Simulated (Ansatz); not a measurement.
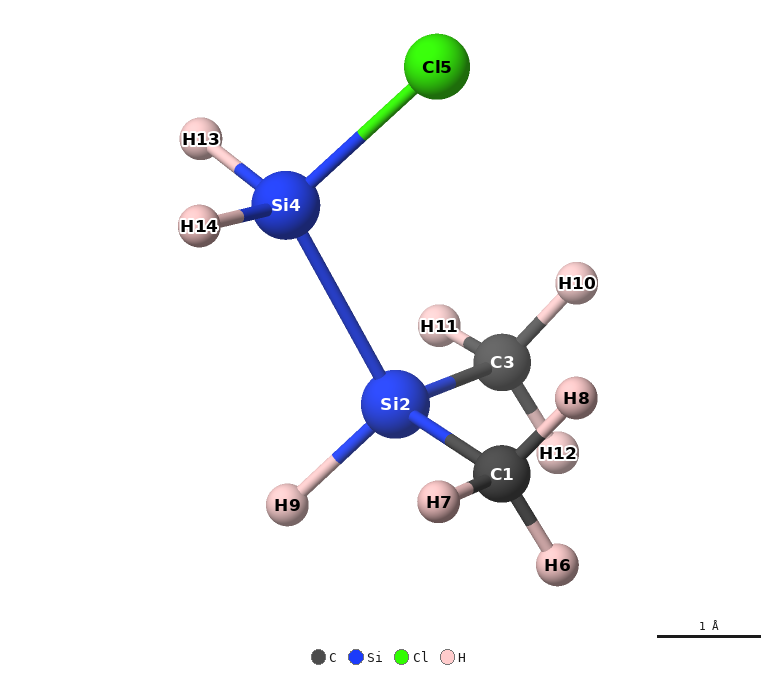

Numbered structure. Computed geometry: PBE0-D4/def2-TZVP optimisation. No frequency run is at hand to confirm it as a minimum.

Give the bond lengths.

| bond | length (Å) | order |
| --- | --- | --- |
| C1–Si2 | 1.874 | single |
| C1–H6 | 1.093 | single |
| C1–H7 | 1.092 | single |
| C1–H8 | 1.093 | single |
| Si2–C3 | 1.874 | single |
| Si2–Si4 | 2.342 | single |
| Si2–H9 | 1.494 | single |
| C3–H10 | 1.093 | single |
| C3–H11 | 1.092 | single |
| C3–H12 | 1.093 | single |
| Si4–Cl5 | 2.076 | single |
| Si4–H13 | 1.487 | single |
| Si4–H14 | 1.487 | single |
